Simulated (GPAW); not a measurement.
# B K-edge XANES of TiB2 (P6/mmm), part 2 of 4

How does the B K edge of TiB2 (P6/mmm) move when the bonds are compressed or stretched?

GPAW 26.7.0; X-ray absorption from dipole matrix elements to empty bands, plane-wave PAW PBE.

So far. Step 2 (The field without a hole): The mesh shows no gap, so the system is treated as a metal and the core electron is put at the Fermi level (neutral cell).

### 4. Spectrum with XCH, B atom 2

The holes are 5.2 Å apart. In GPAW the data set carries the hole's charge, so charge=0 means a charged cell and charge=-1 a neutral one. The excited electron is kept in the cell, where it fills the lowest empty states and screens the hole. After the field has converged, empty bands are computed with the density fixed and the dipole matrix elements are summed.

The absorber has 3 B at 1.75 Å (trigonal planar, site symmetry -6m2).

The input, xas.py:

```python
import numpy as np
from ase import Atoms
from ase.parallel import parprint, paropen
from gpaw import GPAW, PW, FermiDirac, Mixer, MixerDif, setup_paths
from gpaw.test import gen
setup_paths.insert(0, '.')
gen('B', name='fch1s', xcname='PBE', corehole=(1, 0, 1), write_xml=True)
from gpaw.mpi import world
world.barrier()

atoms = Atoms('Ti6B12',
    cell=[[0, 5.24672831, 0],
     [-4.5438, -2.62336415, 0],
     [0, 0, 6.4568]],
    scaled_positions=[[0, 0, 0],
     [0.33333333, 0.66666667, 0],
     [0, 0, 0.5],
     [0.66666667, 0.33333333, 0],
     [0.33333333, 0.66666667, 0.5],
     [0.66666667, 0.33333333, 0.5],
     [0, 0.66666667, 0.25],
     [0.33333333, 0.33333333, 0.25],
     [0, 0.66666667, 0.75],
     [0.66666667, 0, 0.25],
     [0.33333333, 0.33333333, 0.75],
     [0.66666667, 0, 0.75],
     [0.33333333, 0, 0.25],
     [0.66666667, 0.66666667, 0.25],
     [0.33333333, 0, 0.75],
     [0, 0.33333333, 0.25],
     [0.66666667, 0.66666667, 0.75],
     [0, 0.33333333, 0.75]],
    pbc=True)
atoms.calc = calc = GPAW(legacy_gpaw=True, mode=PW(430, force_complex_dtype=True), xc='PBE', setups={6: 'fch1s'},
    kpts={'size': (5, 5, 4), 'gamma': True}, occupations=FermiDirac(0.1),
    charge=-1, mixer=Mixer(0.1, 5, 50), maxiter=150,
    convergence={'density': 0.0001, 'eigenstates': 1e-6}, txt='scf.txt')
energy = atoms.get_potential_energy() + calc.get_reference_energy()
ef = calc.get_fermi_level()
out = dict(energy=energy, fermi=ef, forces=atoms.get_forces().tolist())
parprint(f'all-electron energy {energy:.4f} eV, Fermi level {ef:.4f} eV')
ev = np.array([[calc.get_eigenvalues(k, s) for k in range(len(calc.get_ibz_k_points()))] for s in range(calc.get_number_of_spins())])
out['homo'], out['lumo'], out['counts'] = ev[ev < ef].max(), ev[ev > ef].min(), sorted(set((ev < ef).sum((0, 2)).tolist()))
out['filled'] = (ev[:, 0] < ef).sum(1).tolist()

from ase.units import Ha
from gpaw.xas import dipole_matrix_elements
nb = int(calc.get_number_of_electrons() / 2) + 125
top, nb = nb, nb + 8 + nb // 12
nscf = calc.fixed_density(kpts={'size': (7, 7, 5), 'gamma': True}, nbands=nb,
    convergence={'bands': top, 'eigenstates': 5e-3}, maxiter=60, txt='nscf.txt')
cell = atoms.cell.array
ops = [cell.T @ U.T @ np.linalg.inv(cell.T) for U in nscf.wfs.kd.symmetry.op_scc]
E = np.arange(-6, 34, 0.1)
fwhm = np.interp(E, [4, 25], [0.9, 3.5])
Y, X, zero, highest = 0, 0, 1e9, 1e9
for spin in range(nscf.get_number_of_spins()):
    wfs = nscf.wfs
    mine = wfs.bd.get_slice()  # this rank's bands
    A = dipole_matrix_elements(wfs.setups[6])
    eps = np.zeros((wfs.kd.nibzkpts, nb))
    d = np.zeros((3, A.shape[1], wfs.kd.nibzkpts, nb), complex)
    for kpt in wfs.kpt_u:
        if kpt.s == spin and 6 in kpt.P_ani:
            eps[kpt.k, mine] = kpt.eps_n * Ha
            d[:, :, kpt.k, mine] = (kpt.weight * wfs.nspins / 2) ** 0.5 * np.inner(A, kpt.P_ani[6])
    world.sum(eps)
    world.sum(d)
    T = np.einsum('amkn,bmkn->abkn', d, d.conj()).real
    T = sum(np.einsum('ai,ijkn,bj->abkn', R, T, R) for R in ops) / len(ops)
    empty = eps > ef
    zero, highest = min(zero, eps[empty].min()), min(highest, eps[:, top - 1].min())
    lines = [(eps, T, empty)] if spin == 0 else lines + [(eps, T, empty)]
for eps, T, empty in lines:
    f = np.einsum('aakn->akn', T).reshape(3, -1)
    x = eps.ravel() - zero
    w = np.interp(x, E, fwhm) / 2.35482
    g = np.exp(-0.5 * ((E[:, None] - x) / w) ** 2) / (w * (2 * np.pi) ** 0.5)
    Y = Y + (f * empty.ravel()) @ g.T
    X = X + (f * ~empty.ravel()) @ g.T
out.update(E=E.round(2).tolist(), xas=Y.tolist(), xes=X.tolist(), zero=zero, valid=highest - zero, nk=len(eps), nb=nb)
for i in range(0, len(E), 10):
    parprint(f'{E[i]:7.2f}', *(f'{v:10.3e}' for v in Y[:, i]))
import json
with paropen('out.json', 'w') as f:
    json.dump(out, f)
```

Run with:

```
$ OMP_NUM_THREADS=1 mpirun -n 4 gpaw python xas.py
```

Numbers of over 12 decimals in the logs are rounded to 6 here.

The log of the run:

```text
Input parameters:
  charge: -1
  convergence: {density: 0.0001,
                eigenstates: 1e-06}
  kpts: {gamma: True,
         size: (5, 5, 4)}
  maxiter: 150
  mixer: {backend: pulay,
          beta: 0.1,
          method: separate,
          nmaxold: 5,
          weight: 50}
  mode: {ecut: 430.0,
         force_complex_dtype: True,
         name: pw}
  occupations: {fixmagmom: False,
                name: fermi-dirac,
                width: 0.1}
  setups: {6: fch1s}
  xc: PBE

Initialize ...

[... PAW data sets ...]

Reference energy: -147170.886159  # eV

Spin-paired calculation

[... convergence settings ...]
Symmetries present (total): 2
  [... symmetry matrices ...]

100 k-points: 5 x 5 x 4 Monkhorst-Pack grid + [0.000000,0.000000,1/8]
33 k-points in the irreducible part of the Brillouin zone
       k-points in crystal coordinates                weights
   0:     0.00000000    0.00000000    0.00000000          1/100
   1:     0.00000000    0.00000000    0.25000000          2/100
   2:     0.00000000    0.00000000    0.50000000          1/100
   3:     0.20000000   -0.40000000   -0.25000000          2/100
   4:     0.20000000   -0.40000000    0.00000000          2/100
   5:     0.20000000   -0.40000000    0.25000000          2/100
   6:     0.20000000   -0.40000000    0.50000000          2/100
   7:     0.20000000   -0.20000000   -0.25000000          4/100
   8:     0.20000000   -0.20000000    0.00000000          4/100
   9:     0.20000000   -0.20000000    0.25000000          4/100
          ...
  32:     0.40000000    0.40000000    0.50000000          4/100

Wave functions: Plane wave expansion
  Cutoff energy: 430.000 eV
  Number of coefficients (min, max): 3087, 3142
  Pulay-stress correction: 0.000000 eV/Ang^3 (de/decut=0.000000)
  Using FFTW library
  Wavefunction extrapolation:
    Improved wavefunction reuse through dual PAW basis

Occupation numbers: Fermi-Dirac:
  width: 0.1000  # eV

Eigensolver
   Davidson(niter=2)

Densities:
  Coarse grid: 27*27*32 grid
  Fine grid: 54*54*64 grid
  Total Charge: 0.000000

Density mixing:
  Method: separate
  Backend: pulay
  Linear mixing parameter: 0.1
  old densities: 5
  Width of damping distribution: 1.1
  Damping of long wavelength oscillations: 50

[... Hamiltonian set-up ...]
Number of atoms: 18
Number of atomic orbitals: 126
Number of bands in calculation: 70
Number of valence electrons: 109
Bands to converge: occupied

... initialized

Initializing position-dependent things.

Density initialized from atomic densities
Creating initial wave functions:
  70 bands from LCAO basis set

                  B
         B   B   B
              Ti
       B   B
        Ti      TiB
         B       B
             BTi
       B   B
        Ti      Ti

Atomic positions and initial magnetic moments

Positions:
   0 Ti     0.000000    0.000000    0.000000    ( 0.0000,  0.0000,  0.0000)
   1 Ti    -3.029200   -0.000000    0.000000    ( 0.0000,  0.0000,  0.0000)
   2 Ti     0.000000    0.000000    3.228400    ( 0.0000,  0.0000,  0.0000)
   3 Ti    -1.514600    2.623364    0.000000    ( 0.0000,  0.0000,  0.0000)
   4 Ti    -3.029200   -0.000000    3.228400    ( 0.0000,  0.0000,  0.0000)
   5 Ti    -1.514600    2.623364    3.228400    ( 0.0000,  0.0000,  0.0000)
   6 B     -3.029200   -1.748909    1.614200    ( 0.0000,  0.0000,  0.0000)
[...]
15 B     -1.514600   -0.874455    1.614200    ( 0.0000,  0.0000,  0.0000)
  16 B     -3.029200    1.748909    4.842600    ( 0.0000,  0.0000,  0.0000)
  17 B     -1.514600   -0.874455    4.842600    ( 0.0000,  0.0000,  0.0000)

Unit cell:
           periodic     x           y           z      points  spacing
  1. axis:    yes    0.000000    5.246728    0.000000    27     0.1683
  2. axis:    yes   -4.543800   -2.623364    0.000000    27     0.1683
  3. axis:    yes    0.000000    0.000000    6.456800    32     0.2018

  Lengths:   5.246728   5.246728   6.456800
  Angles:   90.000000  90.000000 120.000000

Effective grid spacing dv^(1/3) = 0.1876

iter:   1  -170.930369
iter:   2  -159.328756   -0.44  -0.99
iter:   3  -152.066534   +0.08  -1.12
iter:   4  -152.467220   -0.44  -1.49
iter:   5  -152.657458   -1.22  -1.63
iter:   6  -154.286358   -0.83  -1.66
iter:   7  -152.851776   -1.20  -1.63
iter:   8  -152.924277   -2.07  -2.12
iter:   9  -153.153853   -0.79  -2.12
iter:  10  -152.858694   -2.18  -1.98
iter:  11  -152.824156   -2.68  -2.31
iter:  12  -152.835944c  -3.51  -2.51
iter:  13  -152.816017c  -2.21  -2.42
iter:  14  -152.816145c  -3.28  -2.83
iter:  15  -152.816198c  -3.95  -2.92
iter:  16  -152.815778c  -4.18  -3.14
iter:  17  -152.815999c  -3.93  -3.54
iter:  18  -152.815756c  -4.98  -3.63
iter:  19  -152.815762c  -5.44  -3.87
iter:  20  -152.815756c  -6.30c -4.00c

Converged after 20 iterations.

Dipole moment: (-0.083170, -0.048018, -0.106121) |e|*Ang

Energy contributions relative to reference atoms: (reference = -147170.886159)

Kinetic:       +130.459366
Potential:     -123.540452
External:        +0.000000
XC:            -159.820647
Entropy (-ST):   -0.098394
Local:           +0.135175
SIC:             +0.000000
--------------------------
Free energy:   -152.864953
Extrapolated:  -152.815756

Showing only first 2 kpts
 Kpt  Band  Eigenvalues  Occupancy
  0    52     10.58051    1.99999
  0    53     11.34640    1.98787
  0    54     11.34640    1.98787
  0    55     12.02908    0.30176

  1    52     10.69392    1.99998
  1    53     11.53601    1.92190
  1    54     11.53601    1.92189
[...]
Fermi level: 11.85631

No gap
No difference between direct/indirect transitions

Forces in eV/Ang:
  0 Ti    0.06007    0.03468   -0.05132
  1 Ti   -0.00000   -0.06936   -0.05132
  2 Ti    0.06007    0.03468    0.05132
  3 Ti   -0.06007    0.03468   -0.05132
  4 Ti   -0.00000   -0.06936    0.05132
  5 Ti   -0.06007    0.03468    0.05132
  6 B     0.00004    0.00002    0.00000
[...]
15 B    -0.66729   -0.38526   -0.00000
 16 B    -0.00000    0.06710   -0.00000
 17 B    -0.05812   -0.03356   -0.00000
Scalar-relativistic atomic PBE calculation for B (Boron, Z=5)
Core hole in 1s state (1s occupation: 1.0)
300 radial gridpoints.
|------------------------------------------------|
|------------------------------------------------|
[... the atom generator's iteration count ...]

Energy contributions:
-------------------------
Kinetic:      +16.923827
XC:            -2.446370
Potential:    -31.470903
-------------------------
Total:        -16.993446

state      eigenvalue         ekin         rmax
-----------------------------------------------
1s^1.0 :    -8.619813    12.014061        0.202
2s^2.0 :    -0.872538     1.686908        1.272
2p^1.0 :    -0.649578     1.535951        1.118
-----------------------------------------------
(units: Bohr and Hartree)

Generating PAW setup
Kinetic energy of the core from tauc = 12.018096
Cutoffs:
rc(s)=1.200
rc(p)=1.200
rc(d)=1.200
rc(vbar)=1.080
rc(comp)=1.200
rc(nct)=1.200

Kinetic energy of the core states: 12.014061
Charge: 1.0
Core electrons: 1.0
Valence electrons: 3.0
Pseudo-core charge: 0.035742
Shape function alpha=6.944
Pseudo-electron charge 3.043936
state    eigenvalue         norm
--------------------------------
2s(2) :    -0.872538     1.031866
*s    :     0.127462
2p(1) :    -0.649578     0.944462
*p    :     0.350422
*d    :     0.000000
--------------------------------

Diagonalizing with gridspacing h=0.050

state   all-electron     PAW
-------------------------------
2s:      -0.872538    -0.873275
2p:      -0.649578    -0.650581
*d:                   -0.077574
*f:                   -0.014711
-------------------------------
all-electron energy -147323.7019 eV, Fermi level 11.8563 eV
[...]
31.00  2.894e-04  2.895e-04  3.366e-04
  32.00  2.514e-04  2.514e-04  3.762e-04
  33.00  1.996e-04  1.997e-04  3.940e-04
```

Run time: 4 min. Hardware: 4 MPI ranks of Intel Xeon Platinum 8488C (Sapphire Rapids), shared host; peak memory 0.67 GiB.

The B K spectrum, B atom 2, excited-electron core hole (neutral cell) (energy from the lowest empty level; intensity scaled to a mean of 1 over the first 20 eV; polarised curves are means over the symmetry-equivalent atoms):

| E (eV) | isotropic | ε ⊥ c | ε ∥ c |
| --- | --- | --- | --- |
| -2.0 | 0.00 | 0.00 | 0.00 |
| -0.5 | 0.04 | 0.03 | 0.05 |
| 1.0 | 0.80 | 0.79 | 0.82 |
| 2.5 | 1.06 | 1.10 | 0.99 |
| 4.0 | 1.22 | 0.37 | 2.91 |
| 5.5 | 1.16 | 0.54 | 2.39 |
| 7.0 | 1.19 | 1.51 | 0.54 |
| 8.5 | 1.55 | 2.12 | 0.41 |
| 10.0 | 1.24 | 1.57 | 0.57 |
| 11.5 | 1.04 | 1.25 | 0.61 |
| 13.0 | 1.05 | 1.11 | 0.93 |
| 14.5 | 1.02 | 0.98 | 1.12 |
| 16.0 | 1.04 | 1.18 | 0.76 |
| 17.5 | 0.80 | 1.03 | 0.36 |
| 19.0 | 0.30 | 0.36 | 0.17 |
| 20.5 | 0.18 | 0.13 | 0.28 |
| 22.0 | 0.29 | 0.15 | 0.58 |
| 23.5 | 0.42 | 0.26 | 0.75 |
| 25.0 | 0.54 | 0.43 | 0.75 |
| 26.5 | 0.65 | 0.63 | 0.70 |
| 28.0 | 0.70 | 0.74 | 0.63 |
| 29.5 | 0.65 | 0.67 | 0.59 |
| 31.0 | 0.61 | 0.58 | 0.67 |

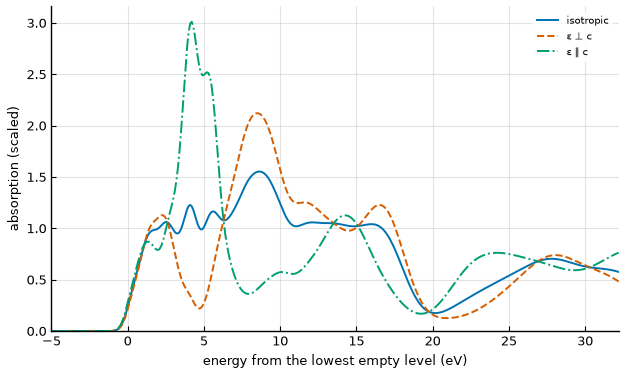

The B K edge, B atom 2, excited-electron core hole (neutral cell): main maxima at 4.1, 5.6 and 8.6 eV.

Main maxima below 24 eV (height): 2.5 eV (1.06), 4.1 eV (1.23), 5.6 eV (1.17), 8.6 eV (1.55) and 12.1 eV (1.06). A K edge sees empty p states on the absorber.

The total-energy difference is 193.25 eV. One term is added: -5.59 eV, since the hole is spin-paired here and a spin-polarised one costs that much less in the free atom (computed apart). The photon energy is then 187.66 eV. The functional leaves an error of a few eV in such absolute values.

### 5. Supercell without a hole, the energy reference

The cell changes for the next run, so it gets a reference energy of its own.

The cell differs from the one that the last finished run ended in (a 5.247 → 5.140 Å, b 5.247 → 5.140 Å, c 6.457 → 6.325 Å).

The input, scf.py:

```python
import numpy as np
from ase import Atoms
from ase.parallel import parprint, paropen
from gpaw import GPAW, PW, FermiDirac, Mixer, MixerDif, setup_paths
from gpaw.test import gen
setup_paths.insert(0, '.')
gen('B', name='nch1s', xcname='PBE', corehole=(1, 0, 0), write_xml=True)
from gpaw.mpi import world
world.barrier()

atoms = Atoms('Ti6B12',
    cell=[[0, 5.13962216, 0],
     [-4.45104336, -2.56981108, 0],
     [0, 0, 6.32499159]],
    scaled_positions=[[0, 0, 0],
     [0.33333333, 0.66666667, 0],
     [0, 0, 0.5],
     [0.66666667, 0.33333333, 0],
     [0.33333333, 0.66666667, 0.5],
     [0.66666667, 0.33333333, 0.5],
     [0, 0.66666667, 0.25],
     [0.33333333, 0.33333333, 0.25],
     [0, 0.66666667, 0.75],
     [0.66666667, 0, 0.25],
     [0.33333333, 0.33333333, 0.75],
     [0.66666667, 0, 0.75],
     [0.33333333, 0, 0.25],
     [0.66666667, 0.66666667, 0.25],
     [0.33333333, 0, 0.75],
     [0, 0.33333333, 0.25],
     [0.66666667, 0.66666667, 0.75],
     [0, 0.33333333, 0.75]],
    pbc=True)
atoms.calc = calc = GPAW(legacy_gpaw=True, mode=PW(430, force_complex_dtype=True), xc='PBE', setups={6: 'nch1s'},
    kpts={'size': (5, 5, 4), 'gamma': True}, occupations=FermiDirac(0.1),
    charge=0, mixer=Mixer(0.1, 5, 50), maxiter=150,
    convergence={'density': 0.0001, 'eigenstates': 1e-6}, txt='scf.txt')
energy = atoms.get_potential_energy() + calc.get_reference_energy()
ef = calc.get_fermi_level()
out = dict(energy=energy, fermi=ef, forces=atoms.get_forces().tolist())
parprint(f'all-electron energy {energy:.4f} eV, Fermi level {ef:.4f} eV')
ev = np.array([[calc.get_eigenvalues(k, s) for k in range(len(calc.get_ibz_k_points()))] for s in range(calc.get_number_of_spins())])
out['homo'], out['lumo'], out['counts'] = ev[ev < ef].max(), ev[ev > ef].min(), sorted(set((ev < ef).sum((0, 2)).tolist()))
out['filled'] = (ev[:, 0] < ef).sum(1).tolist()
import json
with paropen('out.json', 'w') as f:
    json.dump(out, f)
```

Run with:

```
$ OMP_NUM_THREADS=1 mpirun -n 4 gpaw python scf.py
```

The log of the run:

```text
Input parameters:
  convergence: {density: 0.0001,
                eigenstates: 1e-06}
  kpts: {gamma: True,
         size: (5, 5, 4)}
  maxiter: 150
  mixer: {backend: pulay,
          beta: 0.1,
          method: separate,
          nmaxold: 5,
          weight: 50}
  mode: {ecut: 430.0,
         force_complex_dtype: True,
         name: pw}
  occupations: {fixmagmom: False,
                name: fermi-dirac,
[...]
2s(2) :    -0.347030     1.005232
*s    :     0.652970
2p(1) :    -0.132526     0.982729
*p    :     0.867474
*d    :     0.000000
--------------------------------

Diagonalizing with gridspacing h=0.050

state   all-electron     PAW
-------------------------------
2s:      -0.347030    -0.347449
2p:      -0.132526    -0.132867
*d:                    0.040435
*f:                    0.071313
-------------------------------
all-electron energy -147516.3899 eV, Fermi level 12.2277 eV
[key lines of the parts left out:]
Converged after 23 iterations.
Dipole moment: (0.000000, 0.000000, -0.000135) |e|*Ang
Free energy:   -138.474893
Fermi level: 12.22774
```

Elapsed: 88 s, on 4 MPI ranks; peak memory 0.35 GiB; 5.8 min of CPU time.

Reference energy: -147516.390 eV with the cores included.

### 6. Spectrum with XCH, B atom 2

Shorter bonds are expected to push antibonding states and scattering resonances up, and longer ones down; the cell is scaled to test that.

Changed against the first core-hole run: volume scale from 1 to 0.94.

Edit xas.py of step 4 so:

```diff
@@ -11,5 +11,5 @@
 atoms = Atoms('Ti6B12',
-    cell=[[0, 5.24672831, 0],
-     [-4.5438, -2.62336415, 0],
-     [0, 0, 6.4568]],
+    cell=[[0, 5.13962216, 0],
+     [-4.45104336, -2.56981108, 0],
+     [0, 0, 6.32499159]],
     scaled_positions=[[0, 0, 0],
@@ -47,3 +47,3 @@
 from gpaw.xas import dipole_matrix_elements
-nb = int(calc.get_number_of_electrons() / 2) + 125
+nb = int(calc.get_number_of_electrons() / 2) + 119
 top, nb = nb, nb + 8 + nb // 12
```

Run with:

```
$ OMP_NUM_THREADS=1 mpirun -n 4 gpaw python xas.py
```

The log of the run:

```text
Input parameters:
  charge: -1
  convergence: {density: 0.0001,
                eigenstates: 1e-06}
  kpts: {gamma: True,
         size: (5, 5, 4)}
  maxiter: 150
  mixer: {backend: pulay,
          beta: 0.1,
          method: separate,
          nmaxold: 5,
          weight: 50}
  mode: {ecut: 430.0,
         force_complex_dtype: True,
         name: pw}
  occupations: {fixmagmom: False,
[...]
*p    :     0.350422
*d    :     0.000000
--------------------------------

Diagonalizing with gridspacing h=0.050

state   all-electron     PAW
-------------------------------
2s:      -0.872538    -0.873275
2p:      -0.649578    -0.650581
*d:                   -0.077574
*f:                   -0.014711
-------------------------------
all-electron energy -147323.3342 eV, Fermi level 12.6828 eV
[...]
32.00  2.959e-04  2.959e-04  3.107e-04
  33.00  2.656e-04  2.656e-04  3.515e-04
[key lines of the parts left out:]
Converged after 22 iterations.
Dipole moment: (-0.081037, -0.046788, -0.104287) |e|*Ang
Free energy:   -152.493545
Fermi level: 12.68281
```

Elapsed: 5.2 min, on 4 MPI ranks; peak memory 0.86 GiB; 21 min of CPU time.

| E (eV) | first run | this run |
| --- | --- | --- |
| -2.0 | 0.00 | 0.00 |
| -1.0 | 0.00 | 0.00 |
| 0.0 | 0.23 | 0.22 |
| 1.0 | 0.80 | 0.72 |
| 2.0 | 1.00 | 0.94 |
| 3.0 | 0.98 | 1.00 |
| 4.0 | 1.22 | 1.02 |
| 5.0 | 1.01 | 1.02 |
| 6.0 | 1.11 | 1.13 |
| 7.0 | 1.19 | 0.98 |
| 8.0 | 1.49 | 1.22 |
| 9.0 | 1.53 | 1.47 |
| 10.0 | 1.24 | 1.38 |
| 11.0 | 1.02 | 1.08 |
| 12.0 | 1.06 | 0.99 |
| 13.0 | 1.05 | 1.02 |
| 14.0 | 1.04 | 1.03 |
| 15.0 | 1.02 | 1.00 |
| 16.0 | 1.04 | 0.98 |
| 17.0 | 0.94 | 1.02 |
| 18.0 | 0.62 | 0.93 |
| 19.0 | 0.30 | 0.63 |
| 20.0 | 0.18 | 0.31 |
| 21.0 | 0.21 | 0.19 |
| 22.0 | 0.29 | 0.21 |
| 23.0 | 0.38 | 0.29 |
| 24.0 | 0.46 | 0.37 |
| 25.0 | 0.54 | 0.44 |
| 26.0 | 0.62 | 0.51 |
| 27.0 | 0.68 | 0.59 |
| 28.0 | 0.70 | 0.66 |
| 29.0 | 0.67 | 0.70 |
| 30.0 | 0.63 | 0.68 |
| 31.0 | 0.61 | 0.63 |
| 32.0 | 0.58 | 0.60 |

The scaled spectrum changes by 14 % r.m.s. The highest intensity below 16 eV goes from 8.6 eV (1.55) to 9.2 eV (1.48).

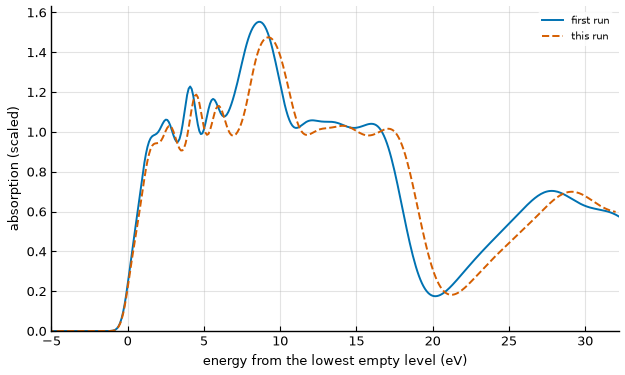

The effect of the change (volume scale from 1 to 0.94).

The photon energy of the zero moves by -0.19 eV.

(Part 2 of 4 ends here.)

[Banner, clock and machine lines of the logs are left out without a mark of their own.]

[Logs are printed without paths, hosts, clocks, repeated set-up lines and the standing remarks that a program may print on its own settings, such as how far it seeks lower states.]

[Hosts, paths, dates, database ids (printed as entryN), source tags and the programs' standing remarks are cut or masked in the printed files.]

[Lists of maxima count a maximum above −3 eV only where it reaches 4 % of the highest in the window and stands out from its surroundings by 2 % of it (1.5 % where it reaches 55 %); shoulders and weaker maxima are passed over, and of the rest the first, up to two pre-edge ones and the few strongest are named.]
